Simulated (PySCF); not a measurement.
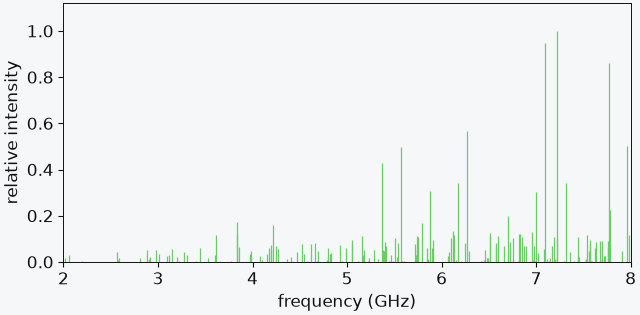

C₇H₁₃FO₂, SMILES CC[C@@]1(O[C@@H](C)F)CCO1. Simulated rotational absorption lines between 2 and 8 GHz at 3 K: rigid rotor with the equilibrium constants and dipole of one optimised conformer (PBE0-D3(BJ)/def2-SVP, PySCF 2.14.0), commonest isotopes; no centrifugal distortion, hyperfine structure, internal rotation or nuclear-spin weights; lines within 1 MHz of each other are summed.

What are the rotational constants, and what kind of rotor is it?

Rotational constants A, B, C = 1.764, 1.130, 0.8281 GHz; Ray's κ = −0.35, an asymmetric top on the prolate side.

Assign the strongest lines, as J(Ka,Kc).

```tsv
GHz	upper	lower	type	relative intensity
7.22	4(0,4)	3(0,3)	a	1.00
7.10	4(1,4)	3(1,3)	a	0.95
7.77	4(2,3)	3(2,2)	a	0.86
6.27	3(1,2)	2(1,1)	a	0.57
7.97	4(3,2)	3(3,1)	a	0.50
5.57	3(0,3)	2(0,2)	a	0.50
5.37	3(1,3)	2(1,2)	a	0.43
7.32	4(1,4)	3(0,3)	b	0.34
```

Known limits of this run: coarse grid, loose stop and no frequency check, small forces are noise and the end may be a saddle.
